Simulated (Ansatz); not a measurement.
Input

```
crystal:
  periodic: [false, false, false]
  atoms:
    - { symbol: B, position_ang: [-0.134802, 0.19637, 0.21752] }
    - { symbol: "N", position_ang: [-0.116814, 0.654978, 1.609089] }
    - { symbol: H, position_ang: [-0.931642, 0.958717, 2.094214] }
    - { symbol: H, position_ang: [0.721938, 0.735335, 2.138493] }
    - { symbol: H, position_ang: [0.916017, -0.118722, -0.255826] }
    - { symbol: C, position_ang: [-1.484196, 0.184409, -0.613046] }
    - { symbol: H, position_ang: [-2.366276, 0.007132, 0.003792] }
    - { symbol: H, position_ang: [-1.61357, 1.166983, -1.075602] }
    - { symbol: H, position_ang: [-1.47835, -0.545794, -1.417707] }
    - { symbol: Si, position_ang: [0.29404, -2.851028, 0.963896] }
    - { symbol: H, position_ang: [-0.309349, -2.863424, -0.381928] }
    - { symbol: H, position_ang: [1.766663, -2.901239, 0.832324] }
    - { symbol: H, position_ang: [-0.159323, -4.054199, 1.697195] }
    - { symbol: H, position_ang: [-0.091337, -1.628318, 1.673688] }
basis:
  gaussian: { orbitals: "6-31G*" }
hamiltonian:
  xc: hf
relax:
  f_tol: 0.03
  max_steps: 50
output:
  orbitals: {}
```

Run with:

```sh
ansatz run input.yaml --threads 1 --pin off --max-ram 2048MiB --backend cpu --events-out ev --progress --plain --runs-dir out
```

The fields are those of the run's last geometry, not of the input's.

Level of theory: RHF/6-31G* in Ansatz 0.2.0.

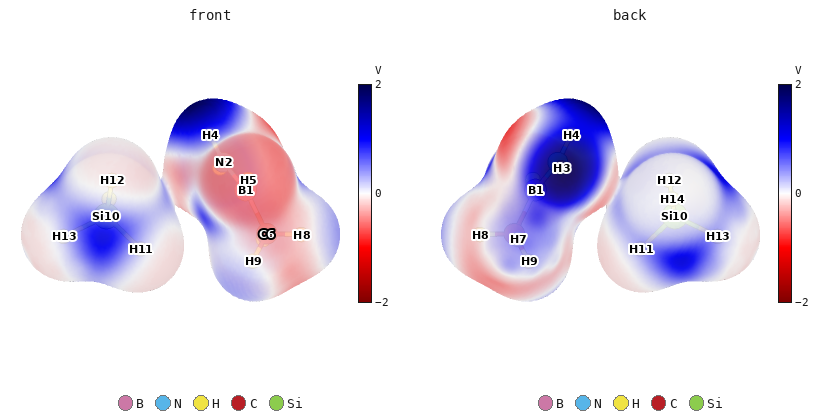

CH6BN···SiH4. The molecular electrostatic potential painted on the density surface at 0.002 e/bohr³, seen from the front and from behind; red is negative and blue positive.

Where is the surface potential most negative and most positive?

Answer. The most negative region (about −0.7 V) lies over N2, the most positive (about +1.9 V) over H3 and H4.
